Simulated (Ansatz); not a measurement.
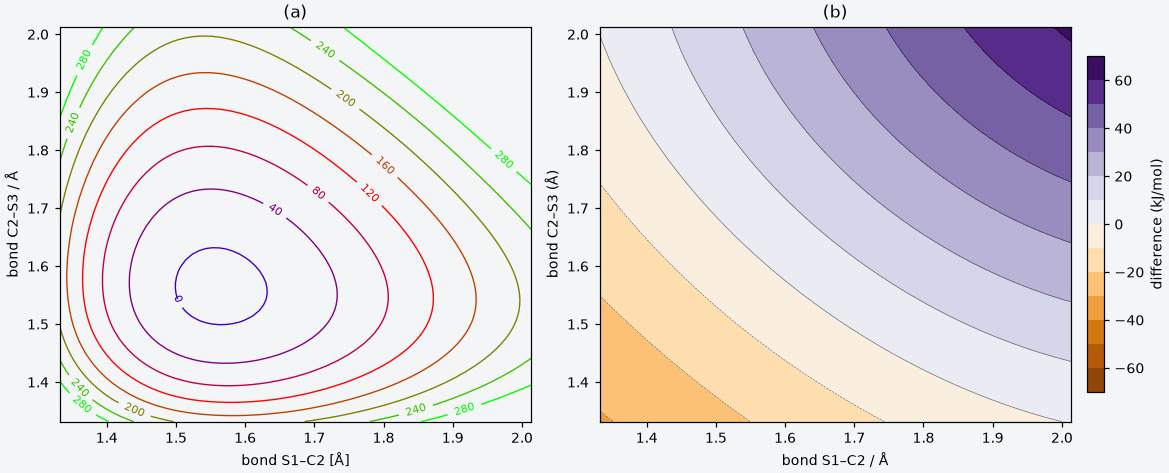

CS2, SMILES S=C=S. Two internal coordinates are moved rigidly from the geometry relaxed at PBE0-D4/def2-TZVP, all others fixed. The first coordinate is: bond S1–C2; the second: bond C2–S3. Grid: 7 × 7 points. Points are written as (first, second). All energies are given in kJ/mol relative to each map's own lowest point. These are results of RKS PBE-D4/def2-TZVPP (Ansatz), not measurements.

Panel (a): Ansatz 0.2.0, RKS PBE-D4/def2-TZVPP. Panel (b): the map at RKS PBE0-D4/def2-TZVPP (Ansatz 0.2.0) less the map of (a), each from its own lowest point.

### How does the change of method alter the landscape?

The difference runs from −31 kJ/mol at (1.332 Å, 1.332 Å) to 62 kJ/mol at (2.013 Å, 2.013 Å). The interpolated minimum moves from 1.5616 to 1.5484 Å in bond S1–C2 and 1.5616 to 1.5484 Å in bond C2–S3.
